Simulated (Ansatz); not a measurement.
System: GaN (P6_3mc).

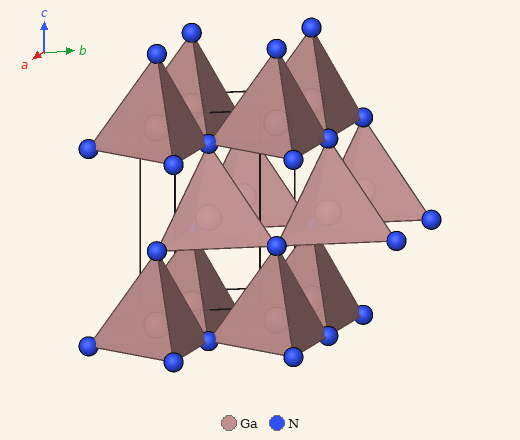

The structure (gallium pink, nitrogen blue). 2×2×1 cells are drawn. Some periodic images of atoms are drawn too.

The database entry behind the starting cell has ideal inner coordinates that were not refined, so it need not match the best structure at ambient conditions.

```
Ga N
1.0
     3.19000    0.00000    0.00000
    -1.59500    2.76262    0.00000
     0.00000    0.00000    5.18900
Ga N
2 2
Direct
  0.66667 0.33333 0.00000
  0.33333 0.66667 0.50000
  0.66667 0.33333 0.37500
  0.33333 0.66667 0.87500
```

The cell and positions come from the Crystallography Open Database and are kept as given unless a step says otherwise. PAW set soft_2, made with PBE.

Gaps computed with Ansatz 0.2.0 without a self-energy: PBE 1.89 eV, r2SCAN 2.30 eV, HSE06 3.15 eV, PBE0 3.84 eV and DDH-PBE0 3.20 eV.

Estimate the G0W0@PBE gap with 6×6×4 mesh, 293 empty bands, screening to 200 eV, default PAW files.

About 3.02 eV: on its mesh the run moves the gap from 1.89 eV by +1.13 eV. Among the scalar-relativistic levels given, HSE06 is nearest (+0.13 eV). Bands and cutoff are finite, so the gap is not at the basis limit. The miss can reach some tenths of an eV and take either sign; the mesh is an error of its own. The many-body steps are scalar-relativistic: spin-orbit coupling is not in them.

[Paths, hosts, dates, memory and timing lines, banners, echoed tables and standing remarks are left out of the program output.]

[Logs are printed without paths, hosts, clocks, repeated set-up lines and the standing remarks that a program may print on its own settings, such as how far it seeks lower states.]

[Runs of the session that timed out or met a known fault of the program may be left out.]

[Cells called generated may have been cut or substituted from an entry of the Crystallography Open Database or the Materials Project.]

[Hosts, paths, dates, database ids (printed as entryN), source tags and the programs' standing remarks are cut or masked in the printed files.]
